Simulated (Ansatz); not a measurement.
# AlF3 (singlet): correlated methods under varied settings

What do other methods and options give for AlF3 (singlet) at this geometry, and how long do they take?

The runs use Ansatz 0.2.0, Gaussian basis; the settings change from run to run.

9 further runs of the same task are left out: 5 that didn't finish, 4 set aside as unsound or not needed.

## (1) The system

The geometry is a PBE0/def2-TZVP stationary point (not a proven minimum).

4 atoms, charge 0, spin multiplicity 1.

Atoms are counted from 1 here; the program's logs count them from 0.

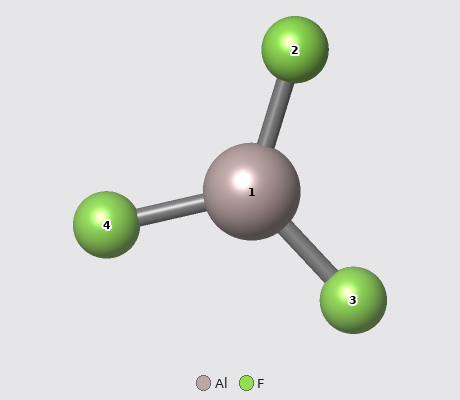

The geometry (aluminium light grey, fluorine green); atoms are numbered from 1 in the order of the file.

## (2) CCSD on RHF/cc-pVDZ

The input, in.yaml:

```yaml
crystal:
  periodic: [false, false, false]
  atoms:
    - {symbol: Al, position_ang: [0.000000, 0.000000, 0.000000]}
    - {symbol: F, position_ang: [1.628998, 0.012702, -0.000133]}
    - {symbol: F, position_ang: [-0.825499, 1.404401, -0.002533]}
    - {symbol: F, position_ang: [-0.803499, -1.417102, 0.002667]}
basis:
  gaussian: {orbitals: cc-pVDZ}
magnetization: {spin_polarized: false}
correlation: {method: ccsd, electrons: outside_noble_gas}
```

Run with:

```sh
$ ansatz run in.yaml --threads 1 --pin off --events-out ev --progress --plain --max-ram 2393MiB
```

The log of the run:

```text
Functional definition: HF
  name "HF"
  cite "Fock, Z. Phys. 61, 126 (1930) doi:10.1007/BF01340294"
  parent pbe
  exchange = exact_x
  correlation = 0
566 factors; integrals over basis functions are off by at most 4.1e-4 eV
mean field evaluation 1: about -14703.1885 eV, gradient 4.4e1 eV
mean field evaluation 2: about -14703.2955 eV, gradient 4.4e1 eV
mean field evaluation 4: about -14706.4713 eV, gradient 1.2e0 eV
mean field evaluation 8: about -14706.5191 eV, gradient 2.9e-1 eV
mean field evaluation 16: about -14703.1889 eV, gradient 4.4e1 eV
mean field -14706.51973514 eV, -540.4546318294 hartree, gradient 9.2e-7 eV, S^2 0.000000; 0 other end points of the search recorded, 0 dependent functions left out
8 core orbitals not correlated: weight in the atoms' cores, before any rotation towards them, 1.000 or more for the frozen orbitals, at most 0.000 for the correlated occupied ones
reference -14706.51973514 eV, -540.4546318294 hartree; 12, 12 occupied and 40, 40 virtual orbitals, 566 factors
second order -16.91814450 eV of doubles, -0.00000000 eV of singles
cycle   1  -16.59206455 eV  change    3.3e-1 eV  update   9.5e-2
cycle   2  -16.90837597 eV  change   -3.2e-1 eV  update   2.7e-2
cycle   3  -17.00034705 eV  change   -9.2e-2 eV  update   1.4e-2
cycle   4  -16.99295081 eV  change    7.4e-3 eV  update   2.5e-3
cycle   5  -16.98848789 eV  change    4.5e-3 eV  update   9.2e-4
cycle   6  -16.98868562 eV  change   -2.0e-4 eV  update   2.6e-4
cycle   7  -16.98872185 eV  change   -3.6e-5 eV  update   6.9e-5
cycle   8  -16.98867030 eV  change    5.2e-5 eV  update   2.0e-5
cycle   9  -16.98866741 eV  change    2.9e-6 eV  update   5.4e-6
Total energy: -14723.50840255 eV, -541.0789538413 hartree
```

Run time: 0.9 s. Hardware: 1 thread of Arm Neoverse V1, shared host.

From the report: correlation -16.9887 eV; T1 0.014; largest double amplitude 0.02.

## (3) HF/cc-pVDZ

in.yaml: that of step 2 with these lines changed.

```diff
@@ -10,2 +10,3 @@
 magnetization: {spin_polarized: false}
-correlation: {method: ccsd, electrons: outside_noble_gas}
+hamiltonian: {xc: hf}
+output: {orbitals: {seedname: orbitals}}
```

The command is unchanged.

The log of the run:

```text
Functional definition: HF
  name "HF"
  cite "Fock, Z. Phys. 61, 126 (1930) doi:10.1007/BF01340294"
  parent pbe
  exchange = exact_x
  correlation = 0
566 factors; integrals over basis functions are off by at most 4.1e-4 eV
mean field evaluation 1: about -14703.1885 eV, gradient 4.4e1 eV
mean field evaluation 2: about -14703.2955 eV, gradient 4.4e1 eV
mean field evaluation 4: about -14706.4713 eV, gradient 1.2e0 eV
mean field evaluation 8: about -14706.5191 eV, gradient 2.9e-1 eV
mean field -14706.51973514 eV, -540.4546318294 hartree, gradient 4.0e-5 eV, S^2 0.000000; 0 other end points of the search recorded, 0 dependent functions left out
reference -14706.51973514 eV, -540.4546318294 hartree; 20, 20 occupied and 40, 40 virtual orbitals, 566 factors
Total energy: -14706.51973514 eV, -540.4546318294 hartree
```

Run time: 0.36 s. Hardware: 1 thread of Arm Neoverse V1, shared host.

## (4) BCCD on RHF/cc-pVDZ

in.yaml: that of step 3 with these lines changed.

```diff
@@ -10,3 +10,4 @@
 magnetization: {spin_polarized: false}
-hamiltonian: {xc: hf}
-output: {orbitals: {seedname: orbitals}}
+correlation: {method: bccd, electrons: valence}
+scf: {omitted_lower_state_checks: [cluster_reference]}
+output: {forces: true}
```

Launched as before.

The log of the run, shortened:

```text
Functional definition: HF
  name "HF"
  cite "Fock, Z. Phys. 61, 126 (1930) doi:10.1007/BF01340294"
  parent pbe
[...]
566 factors; integrals over basis functions are off by at most 4.1e-4 eV
[...]
mean field -14706.51973514 eV, -540.4546318294 hartree, gradient 9.2e-7 eV, S^2 0.000000; 0 other end points of the search recorded, 0 dependent functions left out
8 core orbitals not correlated: weight in the atoms' cores, before any rotation towards them, 1.000 or more for the frozen orbitals, at most 0.000 for the correlated occupied ones
reference -14706.51973514 eV, -540.4546318294 hartree; 12, 12 occupied and 40, 40 virtual orbitals, 566 factors
second order -16.91814450 eV of doubles, -0.00000000 eV of singles
cycle   1  -16.57364545 eV  change    3.4e-1 eV  update   9.5e-2
[...]
cycle   9  -16.94523138 eV  change    8.1e-6 eV  update   5.1e-6
[...]
Total energy: -14723.46496653 eV, -541.0773575968 hartree
Atom 0 at     0.000000     0.000000     0.000000 Å, force    -0.000007     0.000000     0.000000 eV/Å
Atom 1 at     1.628998     0.012702    -0.000133 Å, force     1.639443     0.012783    -0.000134 eV/Å
Atom 2 at    -0.825499     1.404401    -0.002533 Å, force    -0.830788     1.413398    -0.002550 eV/Å
Atom 3 at    -0.803499    -1.417102     0.002667 Å, force    -0.808647    -1.426181     0.002684 eV/Å
Dipole moment:    -0.000000    -0.000000    -0.000000 e Å
Checks for a lower state left out: cluster_reference
```

Wall time 3.7 s (1 thread of Arm Neoverse V1, shared host).

From the report: correlation -16.9452 eV; largest double amplitude 0.02.

## (5) HF/STO-3G

The input, in.yaml:

```yaml
crystal:
  periodic: [false, false, false]
  atoms:
    - {symbol: Al, position_ang: [0.000000, 0.000000, 0.000000]}
    - {symbol: F, position_ang: [1.628998, 0.012702, -0.000133]}
    - {symbol: F, position_ang: [-0.825499, 1.404401, -0.002533]}
    - {symbol: F, position_ang: [-0.803499, -1.417102, 0.002667]}
basis:
  gaussian: {orbitals: STO-3G}
magnetization: {spin_polarized: true, initial_magnetization: 0}
hamiltonian: {xc: hf}
output: {orbitals: {seedname: orbitals}}
```

The command is unchanged.

The log of the run:

```text
Functional definition: HF
  name "HF"
  cite "Fock, Z. Phys. 61, 126 (1930) doi:10.1007/BF01340294"
  parent pbe
  exchange = exact_x
  correlation = 0
308 factors; integrals over basis functions are off by at most 2.5e-5 eV
mean field evaluation 1: about -14506.9567 eV, gradient 2.0e1 eV
mean field evaluation 2: about -14506.9842 eV, gradient 2.0e1 eV
mean field evaluation 4: about -14510.4102 eV, gradient 6.2e-1 eV
mean field evaluation 8: about -14510.4128 eV, gradient 1.1e-5 eV
mean field -14510.41279139 eV, -533.2478345725 hartree, gradient 1.9e-5 eV, S^2 0.000000; 0 other end points of the search recorded, 0 dependent functions left out
reference -14510.41279139 eV, -533.2478345725 hartree; 20, 20 occupied and 4, 4 virtual orbitals, 308 factors
Total energy: -14510.41279139 eV, -533.2478345725 hartree
```

Run time: 0.12 s. Hardware: 1 thread of Arm Neoverse V1, shared host.

From the report: ⟨S²⟩ of the determinant 0.000 (pure singlet: 0.00).

## (6) CCSDT(Q)/B on RHF/STO-3G

in.yaml: that of step 5 with these lines changed.

```diff
@@ -9,4 +9,3 @@
   gaussian: {orbitals: STO-3G}
-magnetization: {spin_polarized: true, initial_magnetization: 0}
-hamiltonian: {xc: hf}
-output: {orbitals: {seedname: orbitals}}
+magnetization: {spin_polarized: false}
+correlation: {method: ccsdt_q_b, electrons: outside_noble_gas}
```

Same command.

The log of the run, shortened:

```text
Functional definition: HF
  name "HF"
  cite "Fock, Z. Phys. 61, 126 (1930) doi:10.1007/BF01340294"
  parent pbe
[...]
435 factors; integrals over basis functions are off by at most 5.1e-8 eV
[...]
mean field -14510.41300366 eV, -533.2478423735 hartree, gradient 1.2e-6 eV, S^2 0.000000; 0 other end points of the search recorded, 0 dependent functions left out
8 core orbitals not correlated: weight in the atoms' cores, before any rotation towards them, 1.000 or more for the frozen orbitals, at most 0.000 for the correlated occupied ones
reference -14510.41300366 eV, -533.2478423735 hartree; 12, 12 occupied and 4, 4 virtual orbitals, 435 factors
second order -1.91948706 eV of doubles, -0.00000000 eV of singles
cycle   1  -2.00875069 eV  change   -8.9e-2 eV  update   9.9e-2
[...]
cycle  14  -2.46484402 eV  change    1.3e-6 eV  update   4.6e-7
perturbative correction -0.00769895 eV, -0.0002829313 hartree
Total energy: -14512.88554663 eV, -533.3387066516 hartree
```

Wall time 1 s (1 thread of Arm Neoverse V1, shared host).

From the report: correlation -2.4725 eV; T1 0.015; largest double amplitude 0.05.

## (7) HF/cc-pVDZ

in.yaml: that of step 6 with these lines changed.

```diff
@@ -8,4 +8,6 @@
 basis:
-  gaussian: {orbitals: STO-3G}
+  gaussian: {orbitals: cc-pVDZ}
 magnetization: {spin_polarized: false}
-correlation: {method: ccsdt_q_b, electrons: outside_noble_gas}
+hamiltonian: {xc: hf}
+scf: {lower_state_search: off}
+output: {forces: true, orbitals: {seedname: orbitals}}
```

Launched as before.

The log of the run, shortened:

```text
Functional definition: HF
  name "HF"
  cite "Fock, Z. Phys. 61, 126 (1930) doi:10.1007/BF01340294"
  parent pbe
[...]
566 factors; integrals over basis functions are off by at most 4.1e-4 eV
[...]
mean field -14706.51973514 eV, -540.4546318294 hartree, gradient 9.2e-7 eV, S^2 0.000000; 0 other end points of the search recorded, 0 dependent functions left out
[...]
reference -14706.51973514 eV, -540.4546318294 hartree; 20, 20 occupied and 40, 40 virtual orbitals, 566 factors
Total energy: -14706.51973514 eV, -540.4546318294 hartree
Atom 0 at     0.000000     0.000000     0.000000 Å, force    -0.000007    -0.000000     0.000000 eV/Å
Atom 1 at     1.628998     0.012702    -0.000133 Å, force     0.980212     0.007643    -0.000080 eV/Å
Atom 2 at    -0.825499     1.404401    -0.002533 Å, force    -0.496721     0.845059    -0.001524 eV/Å
Atom 3 at    -0.803499    -1.417102     0.002667 Å, force    -0.483483    -0.852701     0.001605 eV/Å
Dipole moment:    -0.000000    -0.000000     0.000000 e Å
Checks for a lower state left out: stability, starts, cluster_reference, orbital_swaps, neighbouring_geometries, increment
```

Run time: 0.48 s. Hardware: 1 thread of Arm Neoverse V1, shared host.

## (8) BCCD(T) on RHF/def2-SVP

in.yaml: that of step 7 with these lines changed.

```diff
@@ -8,6 +8,5 @@
 basis:
-  gaussian: {orbitals: cc-pVDZ}
+  gaussian: {orbitals: def2-SVP, point_charges: [{charge: -1.00, position_ang: [5.858, 0.052, -0.074]}]}
 magnetization: {spin_polarized: false}
-hamiltonian: {xc: hf}
-scf: {lower_state_search: off}
-output: {forces: true, orbitals: {seedname: orbitals}}
+correlation: {method: bccd_t, electrons: outside_noble_gas}
+output: {forces: true}
```

The command is unchanged.

The log of the run, shortened:

```text
Functional definition: HF
  name "HF"
  cite "Fock, Z. Phys. 61, 126 (1930) doi:10.1007/BF01340294"
  parent pbe
[...]
542 factors; integrals over basis functions are off by at most 4.7e-4 eV
[...]
mean field -14697.81546901 eV, -540.1347559488 hartree, gradient 1.6e-6 eV, S^2 0.000000; 0 other end points of the search recorded, 0 dependent functions left out
8 core orbitals not correlated: weight in the atoms' cores, before any rotation towards them, 1.000 or more for the frozen orbitals, at most 0.000 for the correlated occupied ones
reference -14697.81546901 eV, -540.1347559488 hartree; 12, 12 occupied and 40, 40 virtual orbitals, 542 factors
second order -16.78765664 eV of doubles, -0.00000000 eV of singles
cycle   1  -16.51359816 eV  change    2.7e-1 eV  update   9.2e-2
[...]
cycle   9  -16.86871062 eV  change    5.9e-6 eV  update   6.3e-6
perturbative correction -0.26636660 eV, -0.0097887918 hartree
[...]
Total energy: -14714.95054622 eV, -540.7644584220 hartree
Atom 0 at     0.000000     0.000000     0.000000 Å, force     0.841482     0.007359    -0.008449 eV/Å
Atom 1 at     1.628998     0.012702    -0.000133 Å, force     0.239690     0.001334     0.006511 eV/Å
Atom 2 at    -0.825499     1.404401    -0.002533 Å, force    -0.572264     0.634295     0.000773 eV/Å
Atom 3 at    -0.803499    -1.417102     0.002667 Å, force    -0.562172    -0.643524     0.003125 eV/Å
Dipole moment:     0.075701     0.000651    -0.000689 e Å
```

It took 6.5 s on 1 thread of Arm Neoverse V1, shared host.

From the report: correlation -17.1351 eV; largest double amplitude 0.02.

## (9) MP2 on RHF/cc-pVDZ

in.yaml: that of step 8 with these lines changed.

```diff
@@ -8,5 +8,4 @@
 basis:
-  gaussian: {orbitals: def2-SVP, point_charges: [{charge: -1.00, position_ang: [5.858, 0.052, -0.074]}]}
+  gaussian: {orbitals: cc-pVDZ}
 magnetization: {spin_polarized: false}
-correlation: {method: bccd_t, electrons: outside_noble_gas}
-output: {forces: true}
+correlation: {method: mp2, electrons: outside_noble_gas}
```

The command is unchanged.

The log of the run:

```text
Functional definition: HF
  name "HF"
  cite "Fock, Z. Phys. 61, 126 (1930) doi:10.1007/BF01340294"
  parent pbe
  exchange = exact_x
  correlation = 0
566 factors; integrals over basis functions are off by at most 4.1e-4 eV
mean field evaluation 1: about -14703.1885 eV, gradient 4.4e1 eV
mean field evaluation 2: about -14703.2955 eV, gradient 4.4e1 eV
mean field evaluation 4: about -14706.4713 eV, gradient 1.2e0 eV
mean field evaluation 8: about -14706.5191 eV, gradient 2.9e-1 eV
mean field evaluation 16: about -14706.5197 eV, gradient 9.2e-7 eV
mean field -14706.51973514 eV, -540.4546318294 hartree, gradient 9.2e-7 eV, S^2 0.000000; 0 other end points of the search recorded, 0 dependent functions left out
8 core orbitals not correlated: weight in the atoms' cores, before any rotation towards them, 1.000 or more for the frozen orbitals, at most 0.000 for the correlated occupied ones
reference -14706.51973514 eV, -540.4546318294 hartree; 12, 12 occupied and 40, 40 virtual orbitals, 566 factors
second order -16.91814450 eV of doubles, -0.00000000 eV of singles
Total energy: -14723.43787964 eV, -541.0763621721 hartree
```

Run time: 0.42 s. Hardware: 1 thread of Arm Neoverse V1, shared host.

## (10) CCSDT on UHF/6-31G

in.yaml: that of step 9 with these lines changed.

```diff
@@ -8,4 +8,4 @@
 basis:
-  gaussian: {orbitals: cc-pVDZ}
-magnetization: {spin_polarized: false}
-correlation: {method: mp2, electrons: outside_noble_gas}
+  gaussian: {orbitals: 6-31G}
+magnetization: {spin_polarized: true, initial_magnetization: 0}
+correlation: {method: ccsdt, electrons: valence}
```

The command is unchanged.

The log of the run, shortened:

```text
Functional definition: HF
  name "HF"
  cite "Fock, Z. Phys. 61, 126 (1930) doi:10.1007/BF01340294"
  parent pbe
[...]
747 factors; integrals over basis functions are off by at most 7.2e-8 eV
[...]
mean field -14703.39829426 eV, -540.3399209927 hartree, gradient 2.8e-6 eV, S^2 0.000000; 0 other end points of the search recorded, 0 dependent functions left out
8 core orbitals not correlated: weight in the atoms' cores, before any rotation towards them, 1.000 or more for the frozen orbitals, at most 0.000 for the correlated occupied ones
reference -14703.39829426 eV, -540.3399209927 hartree; 12, 12 occupied and 20, 20 virtual orbitals, 747 factors
second order -11.00363272 eV of doubles, -0.00000000 eV of singles
cycle   1  -10.54867209 eV  change    4.5e-1 eV  update   1.0e-1
[...]
cycle  12  -11.04021123 eV  change    2.9e-6 eV  update   2.1e-6
Total energy: -14714.43850549 eV, -540.7456412720 hartree
```

It took 15 s on 1 thread of Arm Neoverse V1, shared host; peak memory 0.37 GiB.

From the report: ⟨S²⟩ of the determinant 0.000 (pure singlet: 0.00); correlation -11.0402 eV; T1 0.013; largest double amplitude 0.02.

## (11) All runs side by side

Where basis and cores are those of an earlier RCCSDT(Q)/cc-pVDZ run (-14723.8004 eV), and the state is the same kind, the miss against it is given.

| level | correlated | functions | energy (eV) | from RCCSDT(Q) (meV) | time |
| --- | --- | --- | --- | --- | --- |
| CCSD on RHF/cc-pVDZ | outside noble gas | 60 | -14723.5084 | 292.0 | 0.9 s |
| HF/cc-pVDZ |  | 60 | -14706.5197 | 17280.7 | 0.36 s |
| BCCD on RHF/cc-pVDZ | valence | 60 | -14723.4650 | 335.5 | 3.7 s |
| HF/STO-3G |  | 24 | -14510.4128 |  | 0.12 s |
| CCSDT(Q)/B on RHF/STO-3G | outside noble gas | 24 | -14512.8855 |  | 1 s |
| HF/cc-pVDZ |  | 60 | -14706.5197 | 17280.7 | 0.48 s |
| BCCD(T) on RHF/def2-SVP (beside a point charge) | outside noble gas | 60 | -14714.9505 |  | 6.5 s |
| MP2 on RHF/cc-pVDZ | outside noble gas | 60 | -14723.4379 | 362.5 | 0.42 s |
| CCSDT on UHF/6-31G | valence | 40 | -14714.4385 |  | 15 s |

## (12) Results

| quantity | value |
| --- | --- |
| runs | 9 |
| quickest | HF/STO-3G, 0.12 s |
| slowest | CCSDT on UHF/6-31G, 15 s |

What this shows: Total energies in different bases, with other cores or another treatment of relativity can't be set against each other. CCSDT on UHF/6-31G took 125 times as long as HF/STO-3G; the jobs differ in more than the method. Among the correlated runs with a miss given, it spans +292 to +363 meV. Hartree-Fock, CASSCF and CASCI lack dynamic correlation by design.
